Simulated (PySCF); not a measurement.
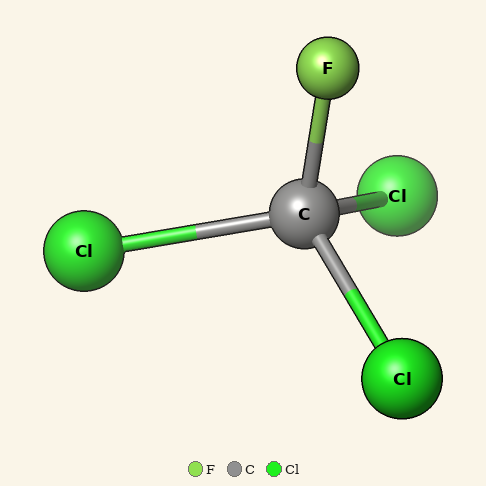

Distant atoms are faded towards the background colour. The geometry was computed by an optimisation with GFN2-xTB. No frequency run is at hand to confirm it as a minimum.

Which symmetry elements does this geometry have?

It has 1 C3 axis and 3 mirror planes, so the point group is C3v. The group has 6 operations. The geometry is achiral, and symmetry allows a dipole moment.
